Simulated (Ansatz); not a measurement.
# SnH3Cl (SnClH3): CCSDT/STO-3G

Aim: the energy change on altering one bond length of SnH3Cl (SnClH3) at CCSDT/STO-3G, from 2 runs. 

The calculation is run with Ansatz 0.2.0.

58 further runs of the same task are left out: 6 that didn't finish, 52 set aside as unsound or not needed.

## 1. The system as given

SnH3Cl: 5 atoms, total charge 0, spin state singlet. SMILES: `[H][Sn]([H])([H])[Cl]`. The shape comes from GFN2-xTB, which is rough for such elements, and wasn't checked as a minimum.

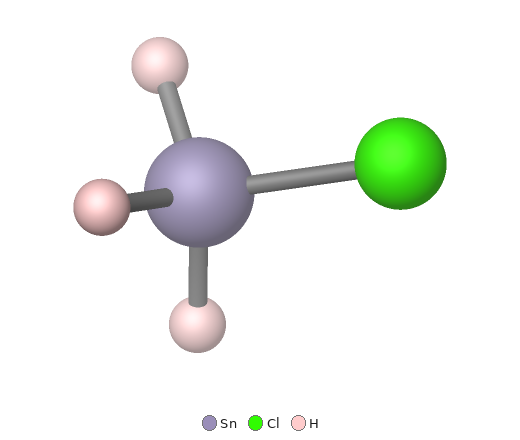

Viewed from a chosen angle; tin purple, chlorine green, hydrogen pink.

## 2. The energy at CCSDT/STO-3G

in.yaml

```yaml
crystal:
  periodic: [false, false, false]
  atoms:
    - {symbol: Sn, position_ang: [-0.000010, 0.000870, -0.142560]}
    - {symbol: Cl, position_ang: [0.011570, -0.019280, 2.138020]}
    - {symbol: H, position_ang: [1.586650, 0.010950, -0.675080]}
    - {symbol: H, position_ang: [-0.803020, 1.380470, -0.647070]}
    - {symbol: H, position_ang: [-0.795190, -1.373000, -0.673310]}
basis:
  gaussian:
    orbitals: STO-3G
correlation:
  method: ccsdt
  frozen_orbitals: {Cl: 5, H: 0, Sn: 18}
accuracy: high
scf:
  omitted_lower_state_checks: [cluster_reference, increment]
```

The run is started by

```
$ ansatz run in.yaml --threads 1 --pin off --max-ram 2610MiB --events-out events.jsonl --progress --plain --runs-dir runs
```

What it wrote, cut to the lines that bear on the results:

```text
Warning: RAYON_NUM_THREADS=1 ignored (pool sized by the plan → 1); use --threads N
Functional definition: HF
  name "HF"
[...]
713 factors; integrals over basis functions are off by at most 4.9e-9 eV
[...]
mean field -174688.86066714 eV, -6419.6972211549 hartree, gradient 8.6e-8 eV, S^2 0.000000; 0 other end points of the search recorded, 0 dependent functions left out
23 core orbitals not correlated: weight in the atoms' cores, before any rotation towards them, 1.000 or more for the frozen orbitals, at most 0.000 for the correlated occupied ones
reference -174688.86066714 eV, -6419.6972211549 hartree; 12, 12 occupied and 4, 4 virtual orbitals, 713 factors
second order -1.05221303 eV of doubles, -0.00000000 eV of singles
cycle   1  -1.37078043 eV  change   -3.2e-1 eV  update   5.2e-2
[...]
cycle  19  -1.57495901 eV  change   -1.5e-9 eV  update   1.6e-9
Total energy: -174690.43562616 eV, -6419.7550998311 hartree
Checks for a lower state left out: cluster_reference, increment
```

Wall time 1 s (1 thread of Arm Neoverse V1, shared host); peak memory 0.1 GiB.

## 3. The distorted shape at the same level

input.yaml

```yaml
basis:
  gaussian: {orbitals: STO-3G}
crystal:
  periodic: [false, false, false]
  atoms:
    - {symbol: Sn, position_ang: [0.198776, 0.344321, -0.009879]}
    - {symbol: Cl, position_ang: [0.210356, 0.324171, 2.270701]}
    - {symbol: H, position_ang: [1.785436, 0.354401, -0.542399]}
    - {symbol: H, position_ang: [-0.604234, 1.723921, -0.514389]}
    - {symbol: H, position_ang: [-0.795190, -1.373000, -0.673310]}
correlation: {method: ccsdt, frozen_orbitals: {Cl: 5, H: 0, Sn: 18}}
accuracy: high
scf: {omitted_lower_state_checks: [cluster_reference, increment]}
```

The run is started by

```
$ ansatz run input.yaml --threads 1 --pin off --max-ram 2610MiB --events-out events.jsonl --progress --plain --runs-dir runs
```

What it wrote, cut to the lines that bear on the results:

```text
Warning: RAYON_NUM_THREADS=1 ignored (pool sized by the plan → 1); use --threads N
[... 2 set-up lines as earlier in the session ...]
[...]
712 factors; integrals over basis functions are off by at most 4.9e-9 eV
[...]
mean field -174687.46820540 eV, -6419.6460491297 hartree, gradient 6.3e-9 eV, S^2 0.000000; 0 other end points of the search recorded, 0 dependent functions left out
23 core orbitals not correlated: weight in the atoms' cores, before any rotation towards them, 1.000 or more for the frozen orbitals, at most 0.000 for the correlated occupied ones
reference -174687.46820540 eV, -6419.6460491297 hartree; 12, 12 occupied and 4, 4 virtual orbitals, 712 factors
second order -1.23526669 eV of doubles, -0.00000000 eV of singles
cycle   1  -1.64635830 eV  change   -4.1e-1 eV  update   6.6e-2
[...]
cycle  21  -1.93945920 eV  change   -1.5e-9 eV  update   1.3e-9
Total energy: -174689.40766460 eV, -6419.7173229408 hartree
Checks for a lower state left out: cluster_reference, increment
```

It took 1.1 s on 1 thread of Arm Neoverse V1, shared host; peak memory 0.1 GiB.

## 4. What came out

Level: CCSDT/STO-3G, 23 core orbitals frozen.

| quantity | value |
| --- | --- |
| first shape: total energy | -6419.75510 Eh |
| first shape: correlation energy (23 core orbitals frozen) | -57.9 mEh |
| first shape: T1 diagnostic | 0.004 |
| distorted shape: total energy | -6419.71732 Eh |
| distorted shape: correlation energy (23 core orbitals frozen) | -71.3 mEh |
| distorted shape: T1 diagnostic | 0.004 |
| energy change with the Sn1–H5 bond stretched from 1.674 to 2.092 Å | 1.028 eV |

**Reading.** With the Sn1–H5 bond stretched from 1.674 to 2.092 Å the energy rises by 1.03 eV (99 kJ/mol). The first shape isn't relaxed at this level, so the change isn't measured from a minimum. The minimal basis adds a large error of its own. Relativity is left out (first shape) although the molecule holds a heavy atom. Relativity is left out (distorted shape) although the molecule holds a heavy atom.
